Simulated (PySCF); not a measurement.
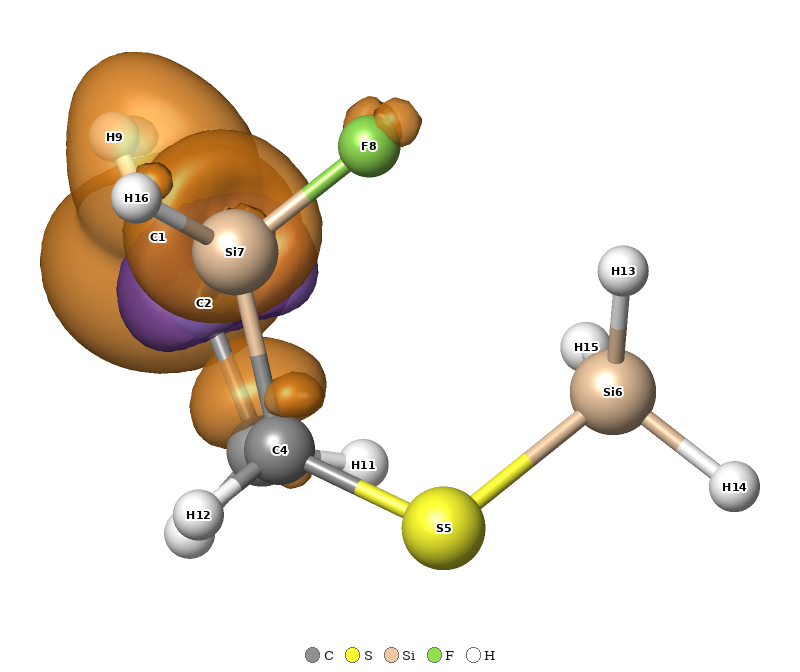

Figure 1: C4H8FSSi2 (doublet). Isosurfaces of the spin density at +0.015 (orange) and −0.015 e/Å³ (purple), seen at a tilt.

Geometry: GFN2-xTB.

Level of theory: UKS B3LYP, pcH-1 on C F H S Si, non-relativistic, mean-field spin-orbit, GIAO in PySCF 2.14.0, density-fitted response routines.

```xyz
16

C    -2.4415   -1.1941   -0.9025
C    -1.5899   -0.7093   -0.0841
C    -0.4480   -1.3314    0.6947
C    -0.0177   -0.1095    1.5319
S     1.7877    0.1590    1.6871
Si    2.4870    0.6897   -0.2691
Si   -1.1857    1.0892    0.6084
F    -0.4994    2.0017   -0.5365
H    -3.2731   -0.8681   -1.4809
H    -0.7650   -2.1810    1.2993
H     0.3429   -1.6697    0.0244
H    -0.3198   -0.2322    2.5727
H     2.2339    2.1024   -0.5117
H     3.9051    0.3860   -0.1598
H     1.8151   -0.1531   -1.2507
H    -2.0392    2.0294    1.3003
```

Q: Where is the unpaired spin?

A: The unpaired spin (1 electron) lies mostly on C1 (about 0.7), Si7 (about 0.1) and H9 (about 0.1), in electrons by Hirshfeld's partition.
